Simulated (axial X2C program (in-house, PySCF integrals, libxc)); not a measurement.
**CsS: from the state search to constants**

Aim: find the lowest determinant of CsS, scan the bond at several levels and fit the constants, once spin-free and once with spin–orbit coupling.

Computed with an in-house X2C program for linear molecules on PySCF integrals. Level: all-electron X2C, Cs dyall-cv3z, S dyall-av3z.

All values are calculated.

## 1. The job

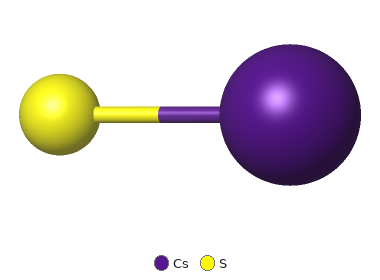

The two atoms at 3.030 Å (caesium purple, sulfur yellow).

task.json reads:

```json
{"zs": [55, 16], "q": 0, "bas": ["dyall-cv3z", "dyall-av3z"], "levels": ["PBE0", "HF", "r2SCAN"], "cc": true, "r0": 3.03, "thr": -2.0, "nmax": 90, "npts": 10, "nst": 2, "ntry": 6}
```

Keys: zs atomic numbers; q charge; bas basis sets; levels methods (HF also brings MP2); cc coupled cluster on or off; r0 starting distance in Å; thr threshold in hartree for freezing inner shells (an s shell follows its p shell); nmax most natural virtual spinors; npts points asked for on the curve; nst determinants followed; ntry starts of the search.

Launch:

```bash
$ python so2c.py task.json out
```

Spin-free means the one-electron spin-free X2C Hamiltonian; two-component (2c) means X2C with spin–orbit coupling and atomic mean-field two-electron Coulomb and Gaunt terms. Basis: Cs dyall-cv3z contracted to [15s15p9d4f1g], S dyall-av3z contracted to [9s8p3d2f]; Gaussian nuclei, density fitting. Masses: Cs 132.905 u, S 31.972 u.

Notation: σ, π±, δ± give the projection m of an orbital's angular momentum (0, ±1, ±2), α and β its spin, Λ and M_S the sums; ω is the projection of a spinor's total angular momentum and Ω the sum. Logs are in hartree.

The results follow Hamiltonian by Hamiltonian and level by level.

## 2. Which state to follow

Determinants are compared with PBE0 at 3.030 Å.

Spin-free determinants:

| ΔE (eV) | state | open shells |
| --- | --- | --- |
| 0.00 | M_S = 1/2, Λ = 1 | beyond closed shells: π+α, π+β, π-α |
| 0.06 | M_S = 1/2, Λ = 0 | beyond closed shells: σα |
| 3.12 | M_S = 3/2, Λ = 0 | beyond closed shells: σα, π+α, π-α |
| 3.16 | M_S = 1/2, Λ = 0 | beyond closed shells: σβ, π+α, π-α |
| 3.23 | M_S = 3/2, Λ = 1 | beyond closed shells: 2 × σα, π+α, π+β, π-α |
| 3.62 | M_S = 1/2, Λ = 1 | beyond closed shells: 2 × σα, π+α, π+β, π-β |

Two-component determinants:

| ΔE (eV) | state | open shells |
| --- | --- | --- |
| 0.00 | Ω = 3/2 | excess of +ω over −ω: ω = 3/2 |
| 0.04 | Ω = 1/2 | excess of +ω over −ω: ω = 1/2 |
| 3.18 | Ω = 1/2 | excess of +ω over −ω: 2 × ω = -1/2, ω = 3/2 |
| 3.23 | Ω = 5/2 | excess of +ω over −ω: 2 × ω = 1/2, ω = 3/2 |
| 4.30 | Ω = 5/2 | excess of +ω over −ω: ω = -1/2, 2 × ω = 3/2 |
| 4.36 | Ω = 1/2 | excess of +ω over −ω: ω = 1/2 |
| 4.43 | Ω = 7/2 | excess of +ω over −ω: ω = 1/2, 2 × ω = 3/2 |

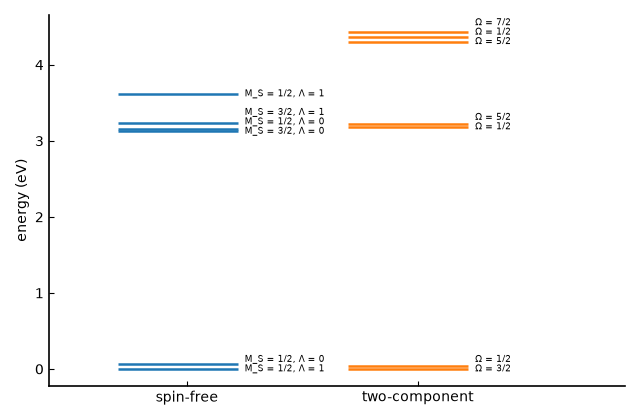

The determinants found, each set from its own lowest.

## 3. PBE0, spin-free

State followed: M_S = 1/2, Λ = 1 (beyond closed shells: π+α, π+β, π-α). The scan is laid around 3.061 Å, a first estimate of the minimum, and this SCF restarts from the orbitals of the search.

The SCF at the reference distance of 3.061 Å:

```text
spin-free X2C-1e  PBE0
basis functions 204  fitting functions 1030  grid points 5084
iter        total energy     max residual
   1      -8184.789464471     1.50e+00
   2      -8185.003396670     1.86e-02
   3      -8185.003728975     5.42e-03
   4      -8185.004153799     2.48e-03
   5      -8185.004161903     4.16e-04
   6      -8185.004164534     2.36e-04
   7      -8185.004164620     6.77e-05
   8      -8185.004164630     7.04e-06
converged
one-electron -11502.05379575  Coulomb 3384.75845309  exact exchange -54.15109860  xc functional -165.68968861  nuclear repulsion 152.13196524
```

Along the bond, energies from the lowest point:

```tsv
R (Å)	E (eV)	μ (D)	HOMO (eV)	LUMO (eV)	iterations
2.663	0.4331	-7.91	-4.87	-2.75	22
2.785	0.1772	-8.68	-4.87	-2.55	20
2.877	0.0689	-9.23	-4.77	-2.41	18
2.969	0.0142	-9.76	-4.64	-2.28	16
3.061	0.0000	-10.28	-4.52	-2.17	8
3.168	0.0216	-10.87	-4.39	-2.04	16
3.275	0.0726	-11.45	-4.28	-1.92	13
3.413	0.1669	-12.17	-4.14	-1.79	13
3.581	0.3083	-13.04	-3.99	-1.64	14
3.826	0.5354	-14.25	-3.80	-1.62	14
```

Dipoles are positive if S is the positive end.

Outer orbitals at the reference distance:

```tsv
symmetry	occupied	ε (eV)	atomic character
σα	yes	-28.94	97% Cs s
σβ	yes	-28.94	97% Cs s
σα	yes	-16.52	78% S s, 16% Cs p, 4% Cs d
σβ	yes	-15.56	52% S s, 42% Cs p, 2% Cs d
π+β	yes	-14.88	99% Cs p
π+α	yes	-14.88	99% Cs p
π-α	yes	-14.88	99% Cs p
π-β	yes	-14.87	99% Cs p
σα	yes	-14.45	82% Cs p, 12% S s, 2% S p
σβ	yes	-14.13	56% Cs p, 38% S s, 2% Cs d
π+α	yes	-5.58	94% S p, 4% Cs d
π-α	yes	-5.58	94% S p, 4% Cs d
σα	yes	-5.08	86% S p, 6% Cs d, 3% Cs s
σβ	yes	-4.74	86% S p, 7% Cs d, 4% Cs s
π+β	yes	-4.52	93% S p, 5% Cs d
π-β	no	-2.17	89% S p, 8% Cs d, 2% Cs p
σβ	no	-1.14	76% Cs s, 17% Cs p, 3% S p
σα	no	-1.13	77% Cs s, 16% Cs p, 3% S p
π+β	no	-0.07	88% Cs p, 11% Cs d
```

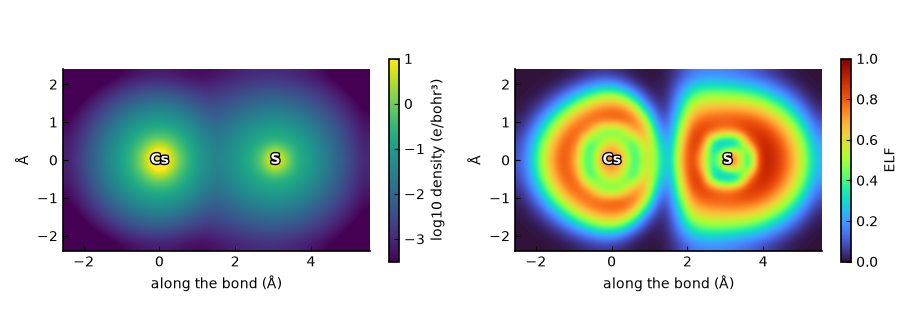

PBE0 fields in a plane through the axis, from a grid of 0.3 Å; Cs lies at z = 0 and S at z = 3.061 Å; the ELF is damped to zero where the density is low.

Re = 3.053 Å, ωe = 197.3 cm⁻¹, ωexe = 0.652 cm⁻¹, Be = 0.07017 cm⁻¹, De = 2.76 eV, μ = -10.24 D.

## 4. HF, spin-free

Output at 3.061 Å:

```text
spin-free X2C-1e  HF
basis functions 204  fitting functions 1030  grid points 5084
iter        total energy     max residual
   1      -8181.767771816     4.09e-01
   2      -8181.789641138     6.41e-03
   3      -8181.790109170     7.53e-03
   4      -8181.790166768     1.46e-03
   5      -8181.790174654     4.93e-04
   6      -8181.790176514     3.19e-04
   7      -8181.790176795     4.96e-05
   8      -8181.790176839     2.91e-05
   9      -8181.790176848     1.85e-05
  10      -8181.790176849     2.40e-06
converged
one-electron -11500.59185977  Coulomb 3383.34465470  exact exchange -216.67493702  xc functional 0.00000000  nuclear repulsion 152.13196524
```

Re = 3.178 Å, ωe = 183.2 cm⁻¹, ωexe = 0.595 cm⁻¹, Be = 0.06478 cm⁻¹, De = 1.63 eV, μ = -11.81 D.

## 5. r2SCAN, spin-free

Output at 3.061 Å:

```text
spin-free X2C-1e  r2SCAN
basis functions 204  fitting functions 1030  grid points 5084
iter        total energy     max residual
   1      -8185.456557837     1.66e-01
   2      -8185.459172150     3.45e-03
   3      -8185.459217979     8.34e-03
   4      -8185.459262755     3.32e-04
   5      -8185.459263698     2.60e-04
   6      -8185.459263858     4.46e-05
   7      -8185.459263868     1.42e-05
converged
one-electron -11501.53312111  Coulomb 3384.24271057  exact exchange 0.00000000  xc functional -220.30081857  nuclear repulsion 152.13196524
```

Re = 3.074 Å, ωe = 193.4 cm⁻¹, ωexe = 0.581 cm⁻¹, Be = 0.06921 cm⁻¹, De = 2.70 eV, μ = -10.36 D.

## 6. Correlated methods, spin-free

Correlated methods: 15 electrons correlated (frozen shells, counted by type: Cs 4 s, 3 p, 2 d; S 2 s, 1 p), 295 virtual spinors in MP2, 90 natural virtuals in coupled cluster.

Output of the correlated part at 3.061 Å:

```text
correlated 15  virtual 295  natural virtual 90  E(MP2) -0.328013819  MP2 remainder -0.017278035
iter   CCSD correlation   residual
   1     -0.337462446   1.02e-01
   2     -0.345283043   3.13e-02
   3     -0.345687128   8.66e-03
   4     -0.345705809   3.78e-03
   5     -0.345714632   1.31e-03
   6     -0.345714436   4.58e-04
   7     -0.345715000   1.39e-04
   8     -0.345715633   4.16e-05
   9     -0.345715364   1.41e-05
  10     -0.345715262   5.27e-06
  11     -0.345715211   1.81e-06
  12     -0.345715204   6.03e-07
(T) -0.012502997  T1 0.0087  D1 0.0175  max T2 0.055
```

T1 in the output is the amplitude norm over the root of the electron number; divide by √2 for the Lee–Taylor value.

MP2: Re = 3.087 Å, ωe = 195.0 cm⁻¹, Be = 0.06863 cm⁻¹, De = 2.68 eV.

CCSD: Re = 3.109 Å, ωe = 192.0 cm⁻¹, ωexe = 0.623 cm⁻¹, Be = 0.06767 cm⁻¹, De = 2.61 eV. T1 at Re = 0.006 (Lee–Taylor, the printed value over √2).

CCSD(T): Re = 3.103 Å, ωe = 192.6 cm⁻¹, ωexe = 0.627 cm⁻¹, Be = 0.06794 cm⁻¹, De = 2.66 eV. T1 at Re = 0.006 (Lee–Taylor, the printed value over √2).

## 7. A higher determinant, spin-free

State: M_S = 1/2, Λ = 0 (beyond closed shells: σα).

Output at the reference distance:

```text
spin-free X2C-1e  PBE0
basis functions 204  fitting functions 1030  grid points 5084
iter        total energy     max residual
   1      -8184.791733357     1.60e+00
   2      -8185.000601721     1.82e-02
   3      -8185.000898166     5.36e-03
   4      -8185.001295062     2.47e-03
   5      -8185.001301984     3.91e-04
   6      -8185.001304010     2.44e-04
   7      -8185.001304113     7.48e-05
   8      -8185.001304126     1.29e-05
   9      -8185.001304128     1.41e-05
converged
one-electron -11501.18625996  Coulomb 3383.89176189  exact exchange -54.15123935  xc functional -165.68753196  nuclear repulsion 152.13196524
```

```tsv
R (Å)	E above the lowest PBE0 point (eV)
2.663	0.091
2.785	0.015
2.877	0.008
2.969	0.032
3.061	0.078
3.168	0.152
3.275	0.240
3.413	0.366
3.581	0.529
```

Re = 2.849 Å, ωe = 204.9 cm⁻¹, ωexe = 0.786 cm⁻¹, Be = 0.08057 cm⁻¹, μ = -9.63 D. Te = 0.01 eV.

## 8. The spin-free curves together

Energy (eV) of the followed determinant, spin-free, from each level's lowest point:

```tsv
R (Å)	PBE0	HF	MP2	CCSD	CCSD(T)	r2SCAN
2.663	0.433	0.735	0.514	n/a	n/a	0.472
2.785	0.177	0.371	0.226	0.254	0.246	0.202
2.877	0.069	0.197	0.098	0.116	0.110	0.085
2.969	0.014	0.086	0.027	0.035	0.033	0.022
3.061	0.000	0.024	0.000	0.000	0.000	0.000
3.168	0.022	0.000	0.010	0.002	0.004	0.014
3.275	0.073	0.014	0.052	0.037	0.041	0.059
3.413	0.167	0.070	0.138	0.116	0.122	0.146
3.581	0.308	0.177	0.273	n/a	n/a	0.282
3.826	0.535	0.370	0.496	n/a	n/a	0.503
```

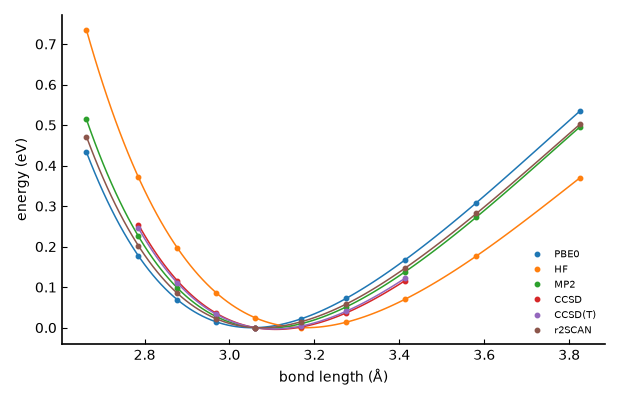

Curves of the followed state, spin-free, each from its own lowest point.

## 9. PBE0, 2c

State followed: Ω = 3/2 (excess of +ω over −ω: ω = 3/2). The scan is laid around 3.061 Å, a first estimate of the minimum, and this SCF restarts from the orbitals of the search.

Output at 3.061 Å:

```text
two-component X2C + atomic mean field  PBE0
basis functions 204  fitting functions 1030  grid points 5084
iter        total energy     max residual
   1      -8181.520516794     1.24e+00
   2      -8181.735249624     1.54e-02
   3      -8181.735581089     4.57e-03
   4      -8181.736015782     2.02e-03
   5      -8181.736023840     3.73e-04
   6      -8181.736026486     1.93e-04
   7      -8181.736026572     5.53e-05
   8      -8181.736026582     6.32e-06
converged
one-electron -11492.03818477  Coulomb 3382.88726045  exact exchange -54.11970171  xc functional -165.60107689  nuclear repulsion 152.13196524  atomic mean-field constant -4.99628891
```

Along the bond, energies from the lowest point:

```tsv
R (Å)	E (eV)	μ (D)	HOMO (eV)	LUMO (eV)	iterations
2.663	0.4277	-7.89	-4.87	-2.73	21
2.785	0.1740	-8.66	-4.87	-2.53	21
2.877	0.0671	-9.21	-4.80	-2.39	20
2.969	0.0133	-9.74	-4.67	-2.26	16
3.061	0.0000	-10.26	-4.54	-2.15	8
3.168	0.0223	-10.85	-4.42	-2.02	16
3.275	0.0739	-11.43	-4.30	-1.91	13
3.413	0.1689	-12.16	-4.16	-1.77	14
3.581	0.3108	-13.02	-4.01	-1.62	14
3.826	0.5385	-14.23	-3.82	-1.63	13
```

Dipoles are positive if S is the positive end.

Outer spinors at the reference distance:

```
   ω  occupied  ε (eV)            atomic character     λ mixture
 1/2       yes  -28.94                    97% Cs s        100% σ
-1/2       yes  -28.94                    97% Cs s        100% σ
 1/2       yes  -16.59  67% S s, 28% Cs p, 3% Cs d   93% σ, 7% π
-1/2       yes  -16.07           86% Cs p, 12% S s  51% π, 49% σ
 1/2       yes  -15.77           81% Cs p, 16% S s  70% π, 30% σ
-1/2       yes  -15.20  55% S s, 41% Cs p, 3% Cs d  66% σ, 34% π
 3/2       yes  -14.35                    99% Cs p        100% π
-3/2       yes  -14.34                    99% Cs p        100% π
 1/2       yes  -14.07            88% Cs p, 7% S s  77% σ, 23% π
-1/2       yes  -13.88           71% Cs p, 24% S s  85% σ, 15% π
-1/2       yes   -5.61            94% S p, 4% Cs d        100% π
 3/2       yes   -5.55            94% S p, 4% Cs d        100% π
 1/2       yes   -5.08   86% S p, 6% Cs d, 3% Cs s        100% σ
-1/2       yes   -4.74   86% S p, 7% Cs d, 4% Cs s        100% σ
 1/2       yes   -4.54            93% S p, 5% Cs d        100% π
-3/2        no   -2.15   89% S p, 9% Cs d, 2% Cs p        100% π
-1/2        no   -1.15  76% Cs s, 17% Cs p, 3% S p        100% σ
 1/2        no   -1.14  77% Cs s, 16% Cs p, 3% S p        100% σ
 1/2        no   -0.09          87% Cs p, 12% Cs d   98% π, 2% σ
```

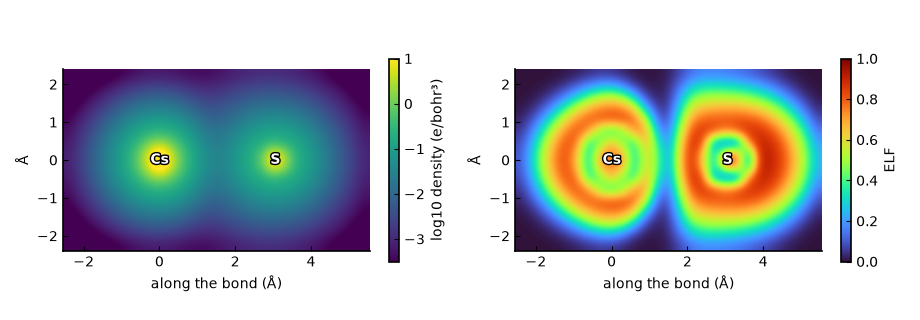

PBE0 fields in a plane through the axis, from a grid of 0.3 Å; Cs lies at z = 0 and S at z = 3.061 Å; the ELF is damped to zero where the density is low.

Re = 3.051 Å, ωe = 197.5 cm⁻¹, ωexe = 0.651 cm⁻¹, Be = 0.07027 cm⁻¹, De = 2.78 eV, μ = -10.21 D.

## 10. HF, 2c

The SCF at the reference distance of 3.061 Å:

```text
two-component X2C + atomic mean field  HF
basis functions 204  fitting functions 1030  grid points 5084
iter        total energy     max residual
   1      -8178.494054818     4.51e-01
   2      -8178.515946615     6.40e-03
   3      -8178.516417165     8.30e-03
   4      -8178.516474773     1.47e-03
   5      -8178.516482556     5.34e-04
   6      -8178.516484371     3.51e-04
   7      -8178.516484650     5.45e-05
   8      -8178.516484693     3.07e-05
   9      -8178.516484701     2.02e-05
  10      -8178.516484703     2.38e-06
converged
one-electron -11490.57783058  Coulomb 3381.47503968  exact exchange -216.54937014  xc functional 0.00000000  nuclear repulsion 152.13196524  atomic mean-field constant -4.99628891
```

Re = 3.176 Å, ωe = 183.3 cm⁻¹, ωexe = 0.595 cm⁻¹, Be = 0.06484 cm⁻¹, De = 1.64 eV, μ = -11.79 D.

## 11. r2SCAN, 2c

The SCF at the reference distance of 3.061 Å:

```text
two-component X2C + atomic mean field  r2SCAN
basis functions 204  fitting functions 1030  grid points 5084
iter        total energy     max residual
   1      -8182.178832506     1.67e-01
   2      -8182.181540539     3.47e-03
   3      -8182.181586297     8.21e-03
   4      -8182.181632157     3.32e-04
   5      -8182.181633122     2.53e-04
   6      -8182.181633283     4.44e-05
   7      -8182.181633292     1.37e-05
converged
one-electron -11491.51534157  Coulomb 3382.36933456  exact exchange 0.00000000  xc functional -220.17130261  nuclear repulsion 152.13196524  atomic mean-field constant -4.99628891
```

Re = 3.072 Å, ωe = 193.6 cm⁻¹, ωexe = 0.581 cm⁻¹, Be = 0.06931 cm⁻¹, De = 2.73 eV, μ = -10.33 D.

## 12. Correlated methods, 2c

Correlated methods: 15 electrons correlated (frozen shells, counted by type: Cs 4 s, 3 p, 2 d; S 2 s, 1 p), 295 virtual spinors in MP2, 90 natural virtuals in coupled cluster.

Output of the correlated part at 3.061 Å:

```text
correlated 15  virtual 295  natural virtual 90  E(MP2) -0.327465623  MP2 remainder -0.017282568
iter   CCSD correlation   residual
   1     -0.336870714   1.02e-01
   2     -0.344671012   3.12e-02
   3     -0.345073898   8.63e-03
   4     -0.345091858   3.75e-03
   5     -0.345100402   1.29e-03
   6     -0.345100222   4.54e-04
   7     -0.345100786   1.38e-04
   8     -0.345101415   4.11e-05
   9     -0.345101153   1.40e-05
  10     -0.345101051   5.20e-06
  11     -0.345101001   1.78e-06
  12     -0.345100994   5.95e-07
(T) -0.012448265  T1 0.0086  D1 0.0175  max T2 0.055
```

MP2: Re = 3.085 Å, ωe = 195.1 cm⁻¹, Be = 0.06871 cm⁻¹, De = 2.68 eV.

CCSD: Re = 3.107 Å, ωe = 192.2 cm⁻¹, ωexe = 0.623 cm⁻¹, Be = 0.06774 cm⁻¹, De = 2.62 eV. T1 at Re = 0.006 (Lee–Taylor, the printed value over √2).

CCSD(T): Re = 3.101 Å, ωe = 192.7 cm⁻¹, ωexe = 0.627 cm⁻¹, Be = 0.06801 cm⁻¹, De = 2.65 eV. T1 at Re = 0.006 (Lee–Taylor, the printed value over √2).

## 13. A higher determinant, 2c

State: Ω = 1/2 (excess of +ω over −ω: ω = 1/2).

Output at the reference distance:

```text
two-component X2C + atomic mean field  PBE0
basis functions 204  fitting functions 1030  grid points 5084
iter        total energy     max residual
   1      -8181.518890370     1.24e+00
   2      -8181.733628491     1.54e-02
   3      -8181.733961545     4.54e-03
   4      -8181.734392496     2.02e-03
   5      -8181.734400599     3.76e-04
   6      -8181.734403269     1.94e-04
   7      -8181.734403361     5.54e-05
   8      -8181.734403374     1.49e-05
   9      -8181.734403379     1.54e-05
converged
one-electron -11492.02518984  Coulomb 3382.87549770  exact exchange -54.11964121  xc functional -165.60074637  nuclear repulsion 152.13196524  atomic mean-field constant -4.99628891
```

```tsv
R (Å)	E above the lowest PBE0 point (eV)
2.663	0.112
2.785	0.221
2.877	0.113
2.969	0.058
3.061	0.044
3.168	0.066
3.275	0.117
3.413	0.211
3.581	0.353
```

No constants are quoted: the points don't follow one smooth fit.

## 14. The 2c curves together

Energy (eV) of the followed determinant, 2c, from each level's lowest point:

```tsv
R (Å)	PBE0	HF	MP2	CCSD	CCSD(T)	r2SCAN
2.663	0.428	0.729	0.509	n/a	n/a	0.466
2.785	0.174	0.368	0.223	0.252	0.243	0.199
2.877	0.067	0.194	0.096	0.114	0.109	0.083
2.969	0.013	0.084	0.026	0.035	0.032	0.021
3.061	0.000	0.024	0.000	0.000	0.000	0.000
3.168	0.022	0.000	0.010	0.002	0.004	0.015
3.275	0.074	0.014	0.053	0.038	0.042	0.060
3.413	0.169	0.071	0.139	0.117	0.123	0.148
3.581	0.311	0.178	0.275	n/a	n/a	0.284
3.826	0.539	0.373	0.499	n/a	n/a	0.506
```

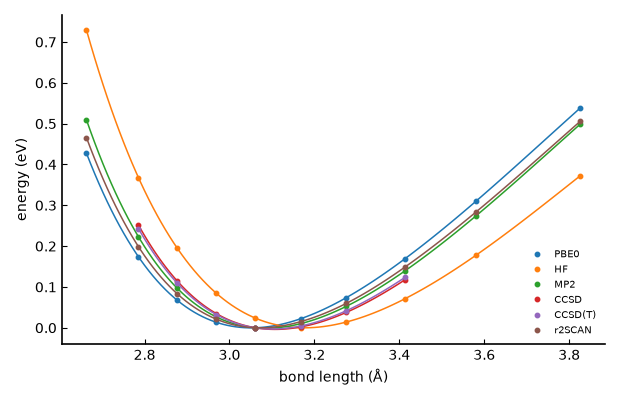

Curves of the followed state, 2c, each from its own lowest point.

Time for the job: 3.7 min (1 thread of Arm Neoverse V1, shared host); peak memory 1 GiB.

## 15. What came out

Lowest determinant that the search found at its distance, spin-free: M_S = 1/2, Λ = 1 (beyond closed shells: π+α, π+β, π-α).

Lowest determinant that the search found at its distance, 2c: Ω = 3/2 (excess of +ω over −ω: ω = 3/2).

| Hamiltonian | level | Re (Å) | ωe (cm⁻¹) | De (eV) | μ (D) |
| --- | --- | --- | --- | --- | --- |
| spin-free | PBE0 | 3.053 | 197.3 | 2.76 | -10.24 |
| spin-free | HF | 3.178 | 183.2 | 1.63 | -11.81 |
| spin-free | MP2 | 3.087 | 195.0 | 2.68 | n/a |
| spin-free | CCSD | 3.109 | 192.0 | 2.61 | n/a |
| spin-free | CCSD(T) | 3.103 | 192.6 | 2.66 | n/a |
| spin-free | r2SCAN | 3.074 | 193.4 | 2.70 | -10.36 |
| 2c | PBE0 | 3.051 | 197.5 | 2.78 | -10.21 |
| 2c | HF | 3.176 | 183.3 | 1.64 | -11.79 |
| 2c | MP2 | 3.085 | 195.1 | 2.68 | n/a |
| 2c | CCSD | 3.107 | 192.2 | 2.62 | n/a |
| 2c | CCSD(T) | 3.101 | 192.7 | 2.65 | n/a |
| 2c | r2SCAN | 3.072 | 193.6 | 2.73 | -10.33 |

Dipoles are positive if S is the positive end.

Time per point (s) on 1 thread of Arm Neoverse V1, shared host (2c runs; CCSD comes with the CCSD(T) run); the times are rough: PBE0 1.3, HF 1, MP2 1.5, CCSD(T) 7.9, r2SCAN 1.1.

At CCSD(T), going from spin-free to two-component changes Re by -2 mÅ, ωe by +0.1 %; the spin-free picture holds up (part of it comes from the scalar share of the two-electron terms). De moves by 0.00 eV; both De rest on single-determinant atoms, which can miss part of an open shell's spin–orbit lowering.

De refers to Cs + S, each in the lowest determinant found, which need not be this curve's own limit. Each curve is one determinant whose occupation by symmetry is held fixed; it was picked as the lowest of a PBE0 search that is not exhaustive. Dissociation energies refer to the lowest single-determinant-based atoms at the same level and basis. Density functionals use the spin component along the axis (collinear). CCSD and (T) use frozen natural virtuals with an MP2 correction for the truncation. The meta-GGAs lack a current-density term, which matters for open shells with orbital currents, atoms included. At some level an empty orbital lies below a filled one.
